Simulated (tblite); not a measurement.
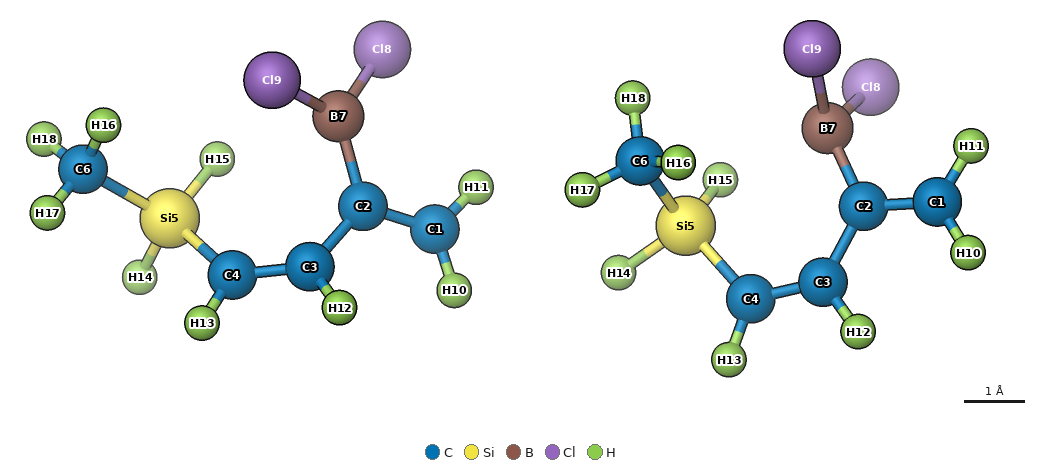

Two geometries of C5H9BCl2Si, drawn at one scale. One is the start of a relaxation, the other its converged end. The picture is a ball-and-stick view, seen face on.

Method: GFN2-xTB geometry optimisation, gas phase (tblite). 

Which one is relaxed?

The left one is the relaxed one. The largest moves after the best rigid fit, 1.52 Å, are those of H11 and H18. By element the largest moves are H 1.52 Å, Cl 1.37 Å, C 1.05 Å, B 0.79 Å, Si 0.17 Å. Near-neighbour distances that change, for instance: Si5–B7 2.916 → 3.425 Å, B7–Cl8 1.884 → 1.720 Å, B7–Cl9 1.870 → 1.720 Å, C4–Si5 1.814 → 1.885 Å. Bond angles that change, for instance: C2–B7–Cl9 112.5° → 120.6°, Cl8–B7–Cl9 112.2° → 118.2°, C3–C4–Si5 122.3° → 128.2°. Groups turn about C2–C3 by about 45°, C4–Si5 by about 45°, Si5–C6 by about 40°. Over 239 geometry steps the energy falls by 25.5 kcal/mol. Cost: 4.5 s on 1 thread of Arm Neoverse N1, with other jobs on the host.
